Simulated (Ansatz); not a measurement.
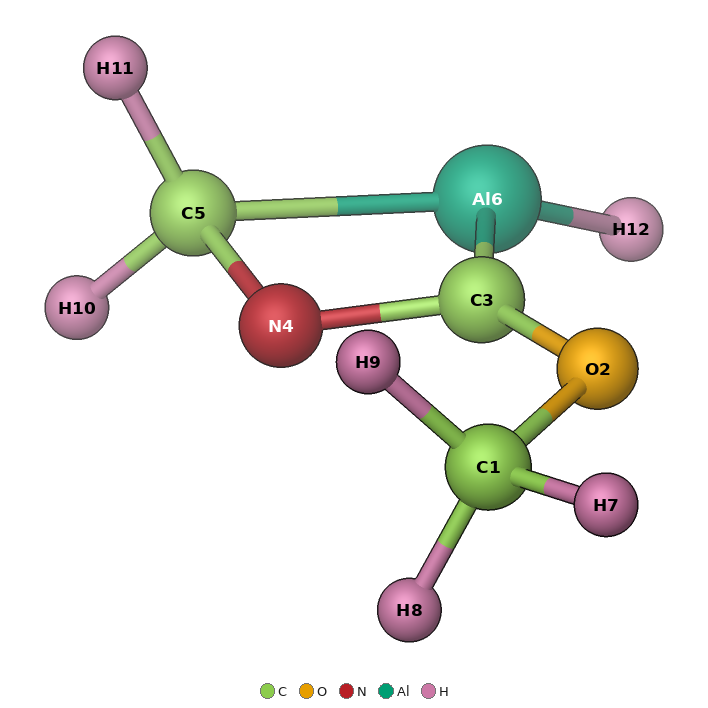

Depth is shown by fading: the farther an atom, the more it takes the colour of the background. The geometry was computed by an optimisation with PBE-D4/def2-SVP. No frequency run is at hand to confirm it as a minimum.

Question: What is the conformation of the ring C3–N4–C5–Al6?

Answer: It is puckered (butterfly). The Cremer–Pople amplitude Q is 0.18 Å.

Question: Give the torsion angles round the ring, beginning with the bond from its second to its third atom.

Answer: 16°, −10°, 12°, −16°.
